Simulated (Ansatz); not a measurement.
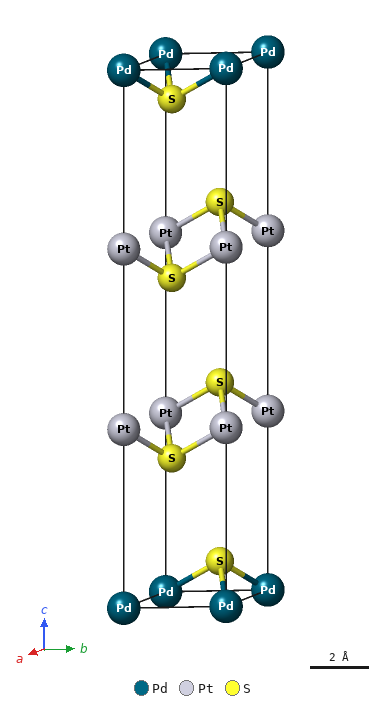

This ball-and-stick model is shown slightly off an axis. The lines enclose the simulation cell; boundary atoms appear with their images.

This input was run:
```yaml
crystal:
  lattice:
    - [3.571262379, 0.0, 0.0]
    - [-1.7856311895, 3.0928039438, 0.0]
    - [0.0, 0.0, 18.9619119872]
  atoms:
    - { symbol: Pd, position: [0.0, 0.0, 0.0] }
    - { symbol: Pt, position: [0.0, 0.0, 0.3322918863] }
    - { symbol: Pt, position: [0.0, 0.0, 0.6677081137] }
    - { symbol: S, position: [0.3333333333, 0.6666666667, 0.0648732315] }
    - { symbol: S, position: [0.3333333333, 0.6666666667, 0.3971817029] }
    - { symbol: S, position: [0.3333333333, 0.6666666667, 0.7325914959] }
    - { symbol: S, position: [0.6666666667, 0.3333333333, 0.2674085041] }
    - { symbol: S, position: [0.6666666667, 0.3333333333, 0.6028182971] }
    - { symbol: S, position: [0.6666666667, 0.3333333333, 0.9351267685] }
basis:
  ecutwfc: 420
kpoints:
  mp_grid: { grid: [12, 12, 2] }
  band_path:
    path:
      - [[0.0, 0.0, 0.0], [0.5, 0.0, 0.0], [0.33333333, 0.33333333, 0.0], [0.0, 0.0, 0.0], [0.0, 0.0, 0.5], [0.5, 0.0, 0.5], [0.33333333, 0.33333333, 0.5], [0.0, 0.0, 0.5]]
      - [[0.5, 0.0, 0.5], [0.5, 0.0, 0.0]]
      - [[0.33333333, 0.33333333, 0.5], [0.33333333, 0.33333333, 0.0]]
    npoints: 14
hamiltonian:
  xc: pbe
scf:
  occupations: { method: gaussian, width: 0.02 }
  n_extra_bands: 22
output:
  forces: true
  stress: true
  eigenvalues: true
  populations: true
  dos: { projected: true, de: 0.02, nscf_kmesh: { grid: [18, 18, 3] } }
  bader: true
  write_density: true
  write_potential: true
  elf: true
  volumetric_format: npy
```
Run as:
```sh
ansatz run input.yaml --threads 1 --pin off --max-ram 2560MiB --backend cpu --events-out ev --progress --plain --runs-dir out
```

Theory: Ansatz 0.2.0, DFT PBE, scalar-relativistic, plane waves, PAW. Numerical settings: plane-wave cutoff 420 eV, 12×12×2 k-mesh, Gaussian smearing of 0.02 eV, no spin polarisation.

Q: How are the electrons shared out in a Bader analysis?

A: Pd +0.53 e; Pt +0.47 e; S -0.27 to -0.24 e.

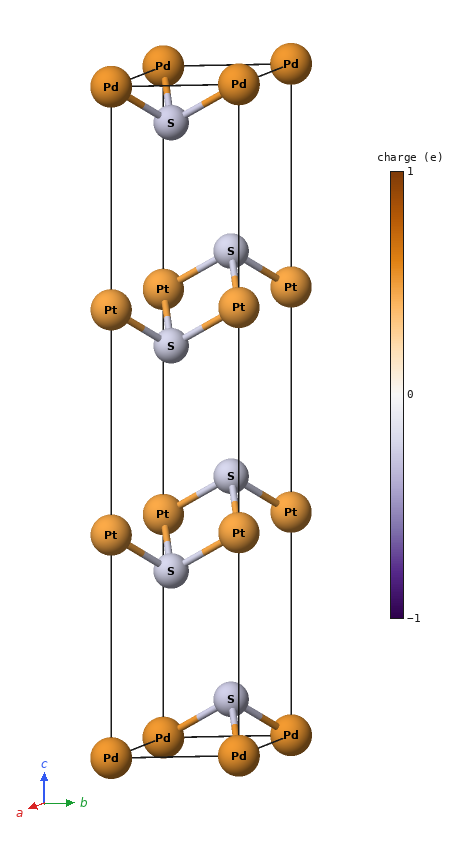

The atoms coloured by those charges.

Its origin is a structure type filled with these elements by a generator (whether the compound takes this form wasn't checked). Earlier steps of the study may have refined or changed the cell and positions. An electronic-structure calculation with Ansatz was run on it.
